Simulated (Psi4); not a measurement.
**UCCSD(T)/DZP (DKH2, Cartesian functions) run of CH4N (SMILES [CH2]N)**

What is the vertical electron affinity of CH4N at UCCSD(T)/DZP (DKH2, Cartesian functions)? The job is set up through a QCSchema input.

Program for the calculation: Psi4 1.11.

1 further run of the same task is left out (it didn't finish).

**1. The system as given**

The species is CH4N (6 atoms), meant as a doublet with charge 0. SMILES: `[CH2]N`. The coordinates come from a PBE0-D4/def2-TZVP relaxation. This is one conformer, not always the lowest.

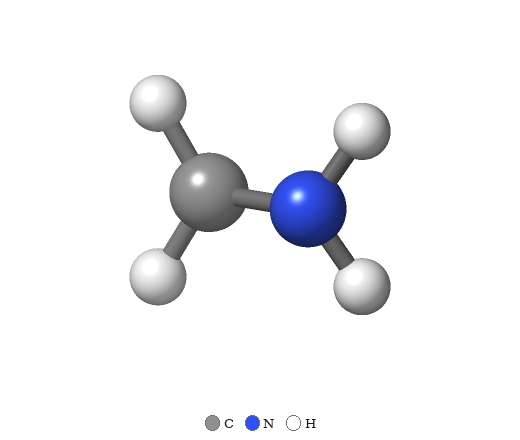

The structure, seen from a chosen angle (carbon grey, nitrogen blue, hydrogen white).

**2. The energy at UCCSD(T)/DZP (DKH2, Cartesian functions)**

Contents of input.json:

```json
{
  "schema_name": "qcschema_input",
  "schema_version": 1,
  "molecule": {
    "schema_name": "qcschema_molecule",
    "schema_version": 2,
    "symbols": ["C", "N", "H", "H", "H", "H"],
    "geometry": [-0.60452339, -1.07978951, -0.36925248, 0.6961751, 1.0287669, 0.48017941, -2.42924293, -1.44186103, 0.47734482, 0.52005263, -2.66999404, -0.9894606, 2.26842724, 1.47134076, -0.49964359, -0.37133118, 2.57059445, 0.81333812],
    "molecular_charge": 0,
    "molecular_multiplicity": 2,
    "fix_symmetry": "c1"
  },
  "driver": "energy",
  "model": {
    "method": "ccsd(t)",
    "basis": "DZP"
  },
  "keywords": {
    "reference": "uhf",
    "scf_type": "pk",
    "freeze_core": true,
    "relativistic": "dkh",
    "dkh_order": 2
  }
}
```

Started as:

```bash
$ psi4 --qcschema input.json -n 1 --memory 1600MB
```

stdout:

```text
[...]
  Running in c1 symmetry.
[...]
  Nuclear repulsion =   37.294117782314643
[...]
  Multiplicity = 2
[...]
  Nalpha       = 9
  Nbeta        = 8
[...]
    Number of basis functions: 52
[...]
   @UHF iter   1:   -94.59441057835677   -5.85938e-01   6.10506e-03 ADIIS/DIIS
[...]
   @UHF iter  14:   -94.65827647232824   -7.43228e-12   7.82805e-09 DIIS
[...]
   @S^2 Observed:                7.614432330E-01
[...]
    Orbital Energies [Eh]
    ---------------------
    Alpha Occupied:
       1A    -15.566597     2A    -11.246915     3A     -1.201693
       4A     -0.887638     5A     -0.693566     6A     -0.611926
       7A     -0.536128     8A     -0.524038     9A     -0.289513
    Alpha Virtual:
      10A      0.235535    11A      0.298668    12A      0.304534
      13A      0.367243    14A      0.399337    15A      0.472985
      16A      0.495137    17A      0.592544    18A      0.703099
      19A      0.738469    20A      0.807157    21A      0.818014
      22A      1.139840    23A      1.161825    24A      1.202162
      25A      1.290550    26A      1.342298    27A      1.564770
[...]
  @UHF Final Energy:   -94.65827647232824
   => Energetics <=
    Nuclear Repulsion Energy =             37.2941177823146433
    One-Electron Energy =                -201.3303235324445097
    Two-Electron Energy =                  69.3779292778016128
    Total Energy =                        -94.6582764723282395
  UHF NO Occupations:
  HONO-2 :    7  A 1.9983896
  HONO-1 :    8  A 1.9967980
[...]
 Multipole Moments:
 ------------------------------------------------------------------------------------
     Multipole            Electronic (a.u.)      Nuclear  (a.u.)        Total (a.u.)
 ------------------------------------------------------------------------------------
 L = 1.  Multiply by 2.5417464519 to convert [e a0] to [Debye]
 Dipole X            :          0.2310546           -0.1709348            0.0601198
 Dipole Y            :          0.4807606           -0.1272378            0.3535228
 Dipole Z            :          0.0622979           -0.2373472           -0.1750493
 Magnitude           :                                                    0.3990426
[...]
      * MP2 total energy                      =  -94.953173429283325
[...]
      * CCSD total energy                     =  -94.981152292201287
[...]
      * CCSD(T) total energy                     =  -94.988768089865928
[...]
```

The result, in JSON:

```text
{
 "driver": "energy",
 "model": {
  "method": "ccsd(t)",
  "basis": "DZP"
 },
 "success": true,
 "return_result": -94.98876808986593,
 "properties": {
  "calcinfo_nbasis": 52,
  "calcinfo_nmo": 52,
  "calcinfo_nalpha": 9,
  "calcinfo_nbeta": 8,
  "calcinfo_natom": 6,
  "nuclear_repulsion_energy": 37.29411778231464,
  "return_energy": -94.98876808986593,
  "scf_one_electron_energy": -201.3303235324445,
  "scf_two_electron_energy": 69.37792927780161,
  "scf_dipole_moment": [0.06011978825705361, 0.35352277538962695, -0.17504930364846755],
  "scf_total_energy": -94.65827647232824,
  "scf_iterations": 14,
  "mp2_same_spin_correlation_energy": -0.06870212552922877,
  "mp2_opposite_spin_correlation_energy": -0.22619483142552693,
  "mp2_singles_energy": -7.030663213441368e-27,
  "mp2_doubles_energy": -0.2948969569547557,
  "mp2_correlation_energy": -0.2948969569547557,
  "mp2_total_energy": -94.95317342928332,
  "ccsd_same_spin_correlation_energy": -0.06406047498645738,
  "ccsd_opposite_spin_correlation_energy": -0.2588153448862688,
  "ccsd_singles_energy": -1.304246107201463e-16,
  "ccsd_doubles_energy": -0.3228758198727262,
  "ccsd_correlation_energy": -0.3228758198727263,
  "ccsd_total_energy": -94.98115229220129,
  "ccsd_iterations": 15,
  "ccsd_prt_pr_correlation_energy": -0.33049161753736,
  "ccsd_prt_pr_total_energy": -94.98876808986593
 }
}
```

It took 9.6 s on 1 thread of Intel Xeon Platinum 8375C at 2.90GHz (Ice Lake), shared host; peak memory 0.27 GiB.

**3. The singlet anion**

Contents of job.json:

```json
{
  "schema_name": "qcschema_input",
  "schema_version": 1,
  "molecule": {
    "schema_name": "qcschema_molecule",
    "schema_version": 2,
    "symbols": ["C", "N", "H", "H", "H", "H"],
    "geometry": [-0.60452339, -1.07978951, -0.36925248, 0.6961751, 1.0287669, 0.48017941, -2.42924293, -1.44186103, 0.47734482, 0.52005263, -2.66999404, -0.9894606, 2.26842724, 1.47134076, -0.49964359, -0.37133118, 2.57059445, 0.81333812],
    "molecular_charge": -1,
    "molecular_multiplicity": 1,
    "fix_symmetry": "c1"
  },
  "driver": "energy",
  "model": {
    "method": "ccsd(t)",
    "basis": "DZP"
  },
  "keywords": {
    "reference": "uhf",
    "scf_type": "pk",
    "freeze_core": true,
    "relativistic": "dkh",
    "dkh_order": 2
  }
}
```

Started as:

```bash
$ psi4 --qcschema job.json -n 1 --memory 1600MB
```

stdout:

```text
[...]
  Running in c1 symmetry.
[...]
  Nuclear repulsion =   37.294117782314643
[...]
  Multiplicity = 1
[...]
  Nalpha       = 9
  Nbeta        = 9
[...]
    Number of basis functions: 52
[...]
   @UHF iter   1:   -94.34133365676269   -3.32861e-01   1.08317e-02 DIIS/ADIIS
[...]
   @UHF iter  13:   -94.52656469217796   -1.49214e-12   3.15050e-09 DIIS
[...]
   @S^2 Observed:                1.776356839E-15
[...]
    Orbital Energies [Eh]
    ---------------------
    Alpha Occupied:
       1A    -15.289914     2A    -10.900443     3A     -0.910753
       4A     -0.559948     5A     -0.418126     6A     -0.309797
       7A     -0.230558     8A     -0.205239     9A      0.083758
    Alpha Virtual:
      10A      0.461094    11A      0.525478    12A      0.567240
      13A      0.615875    14A      0.648086    15A      0.780393
      16A      0.789558    17A      0.858390    18A      0.987708
      19A      1.022463    20A      1.058546    21A      1.112480
      22A      1.383387    23A      1.407136    24A      1.488477
      25A      1.570937    26A      1.627837    27A      1.875449
[...]
  @UHF Final Energy:   -94.52656469217796
   => Energetics <=
    Nuclear Repulsion Energy =             37.2941177823146433
    One-Electron Energy =                -206.1593267631669733
    Two-Electron Energy =                  74.3386442886743879
    Total Energy =                        -94.5265646921779563
  UHF NO Occupations:
  HONO-2 :    7  A 2.0000000
  HONO-1 :    8  A 2.0000000
[...]
 Multipole Moments:
 ------------------------------------------------------------------------------------
     Multipole            Electronic (a.u.)      Nuclear  (a.u.)        Total (a.u.)
 ------------------------------------------------------------------------------------
 L = 1.  Multiply by 2.5417464519 to convert [e a0] to [Debye]
 Dipole X            :          0.8251355           -0.1709348            0.6542006
 Dipole Y            :          1.2535258           -0.1272378            1.1262880
 Dipole Z            :          0.6097155           -0.2373472            0.3723683
 Magnitude           :                                                    1.3546813
[...]
      * MP2 total energy                      =  -94.852710699405918
[...]
      * CCSD total energy                     =  -94.877843168963480
[...]
      * CCSD(T) total energy                     =  -94.885896755665414
[...]
```

The result, in JSON:

```text
{
 "driver": "energy",
 "model": {
  "method": "ccsd(t)",
  "basis": "DZP"
 },
 "success": true,
 "return_result": -94.88589675566541,
 "properties": {
  "calcinfo_nbasis": 52,
  "calcinfo_nmo": 52,
  "calcinfo_nalpha": 9,
  "calcinfo_nbeta": 9,
  "calcinfo_natom": 6,
  "nuclear_repulsion_energy": 37.29411778231464,
  "return_energy": -94.88589675566541,
  "scf_one_electron_energy": -206.15932676316697,
  "scf_two_electron_energy": 74.33864428867439,
  "scf_dipole_moment": [0.6542006054354123, 1.1262880408318816, 0.37236828061370064],
  "scf_total_energy": -94.52656469217796,
  "scf_iterations": 13,
  "mp2_same_spin_correlation_energy": -0.0766879953741561,
  "mp2_opposite_spin_correlation_energy": -0.24945801185364072,
  "mp2_singles_energy": -8.191631564707429e-27,
  "mp2_doubles_energy": -0.32614600722779685,
  "mp2_correlation_energy": -0.32614600722779685,
  "mp2_total_energy": -94.85271069940592,
  "ccsd_same_spin_correlation_energy": -0.069525754908942,
  "ccsd_opposite_spin_correlation_energy": -0.2817527218764088,
  "ccsd_singles_energy": -5.909926816178015e-16,
  "ccsd_doubles_energy": -0.35127847678535085,
  "ccsd_correlation_energy": -0.3512784767853514,
  "ccsd_total_energy": -94.87784316896348,
  "ccsd_iterations": 15,
  "ccsd_prt_pr_correlation_energy": -0.3593320634872901,
  "ccsd_prt_pr_total_energy": -94.88589675566541
 }
}
```

It took 11 s on 1 thread of Intel Xeon Platinum 8375C at 2.90GHz (Ice Lake), shared host; peak memory 0.24 GiB.

**4. Results**

Level: UCCSD(T)/DZP (DKH2, Cartesian functions), 2 core orbitals frozen.

| quantity | value |
| --- | --- |
| doublet CH4N: total energy | -94.98877 Eh |
| doublet CH4N: HOMO energy (Hartree–Fock orbitals) (highest over α and β) | -7.88 eV |
| doublet CH4N: LUMO energy (Hartree–Fock orbitals) (lowest over α and β) | 4.57 eV |
| doublet CH4N: correlation energy (2 core orbitals frozen) | -330.5 mEh |
| doublet CH4N: (T) correction | -7.62 mEh |
| doublet CH4N: ⟨S²⟩ of the reference determinant | 0.761 |
| doublet CH4N: T1 diagnostic | 0.022 |
| singlet anion: total energy | -94.88590 Eh |
| singlet anion: HOMO energy (Hartree–Fock orbitals) | 2.28 eV |
| singlet anion: LUMO energy (Hartree–Fock orbitals) | 12.55 eV |
| singlet anion: HOMO–LUMO gap (to an unbound level, set by the basis) | 10.27 eV |
| singlet anion: correlation energy (2 core orbitals frozen) | -359.3 mEh |
| singlet anion: (T) correction | -8.05 mEh |
| singlet anion: T1 diagnostic | 0.009 |
| vertical electron affinity (to the singlet anion) | -2.799 eV |

What this shows: The anion lies 2.80 eV (65 kcal/mol) above the neutral: the electron isn't bound at this level, and such a value depends on the basis. Without diffuse functions anions come out too high. The triples (doublet CH4N) make up 2.3 % of the correlation energy. The triples (singlet anion) make up 2.2 % of the correlation energy. The HOMO (singlet anion) lies at positive energy, 2.28 eV: the electron is unbound at this level or held by a compact basis; values depend on the basis.
